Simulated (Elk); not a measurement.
Band structure of ZrSe (P-6m2, 2 atoms in the cell).

```yaml
crystal:
  lattice:
    - [3.60943, 0.00000, 0.00000]
    - [-1.80472, 3.12586, 0.00000]
    - [0.00000, 0.00000, 3.66107]
  atoms:
    - { symbol: Zr, position: [0.00000, 0.00000, 0.00000] }
    - { symbol: Se, position: [0.33333, 0.66667, 0.50000] }
```

Level of theory: PBEsol, all-electron FP-LAPW, Elk's shipped species files, APW+lo basis with extra local orbitals run with Elk.

Settings: xctype = 22; rgkmax = 7.5; stype = 3; swidth = 0.00499791 Ha; ngridk = 7 7 6; gmaxvr = 18 1/bohr; lmaxapw = 10; lmaxo = 8; nxlo = 2; lorbcnd = true; lradstp = 2; nrmtscf = 2; rmtscf = 0.99; lmaxi = 4.

The starting cell comes from a database of computed structures (which also holds hypothetical and non-ambient phases and stackings), without a prior relaxation at this level. Its lattice was rescaled by a random factor within 2.5 % of one. Values depend on the basis (sphere radii, cutoffs, local orbitals), which need not be converged.

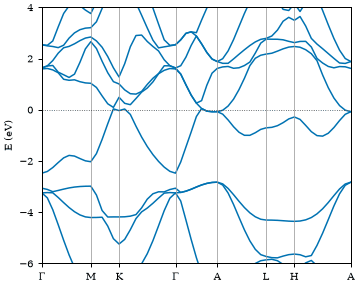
Figure: Bands along the path, energies from the Fermi level.

Levels in eV from the Fermi level, bands 11 to 18:
```
point     11     12     13     14     15    16    17    18
-----  -----  -----  -----  -----  -----  ----  ----  ----
Γ      -3.24  -3.24  -3.06  -2.47   1.59  1.63  1.63  2.54
M      -6.88  -4.21  -2.98  -2.03   1.03  2.66  2.84  3.20
K      -6.21  -5.24  -4.18  -0.03   0.49  1.01  1.28  5.10
A      -7.30  -2.83  -2.83  -0.08  -0.08  1.61  1.88  1.88
L      -5.86  -5.73  -4.30  -0.71   2.17  2.76  2.79  4.60
H      -6.20  -5.63  -4.36  -0.28   2.47  2.62  3.49  4.14
```

Bands cross the Fermi level along this path, so the cell is metallic at this level.
